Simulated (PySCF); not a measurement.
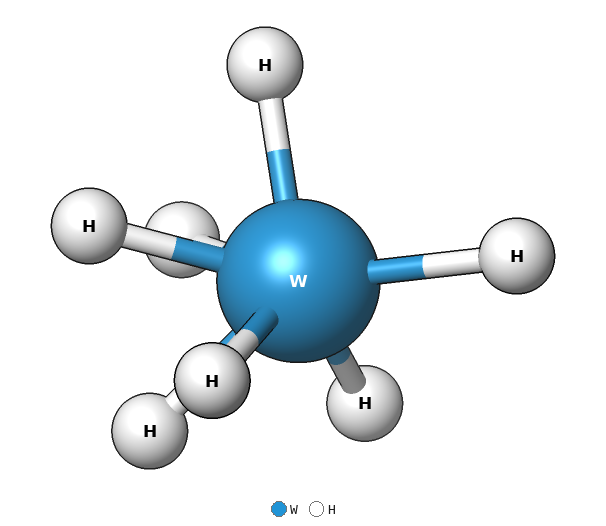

A molecule with one transition-metal atom. The species has charge −1 and is a spin singlet. The geometry was computed by an optimisation with PBE0/def2-TZVPD with core potentials.

Describe the coordination sphere.

Answer. W binds 7 atoms: 7 H at 1.70–1.86 Å.

What are the formal oxidation state of the metal and its number of d electrons?

Answer. W(VI), d⁰, counting the ligands as closed-shell ions or neutral donors.

The search tried a few shapes and spins; others may lie lower.
